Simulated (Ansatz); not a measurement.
Hypothetical zinc blende AgF, pressure series

The parent structure is AgF in the zinc blende structure (space group F-43m, No. 216; a = 5.466 Å; a hypothetical phase, not in the database extracts checked).

Cell and atoms are relaxed at each pressure.

All numbers come from PBE/PAW in Ansatz (an electronic-structure program), no SOC.

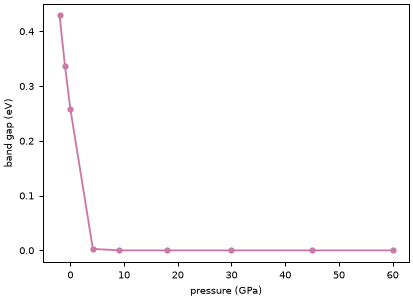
Band gap against pressure

```tsv
pressure (GPa)	band gap
-2	0.43 eV
-1	0.34 eV
4.2	zero
9	zero
18	zero
30	zero
45	zero
60	zero
```

A case with no gap was solved on a k-mesh chosen for an insulator, which is coarse for it. Load acts through the strain it causes; cell and atoms are relaxed under it. Stability against distortions was not tested. No other phases were tried under pressure. No Hubbard U is applied, and correlation can decide whether such a compound is a metal. The final runs are not spin-polarised. The zero or small gap of AgF can change with the level of theory.
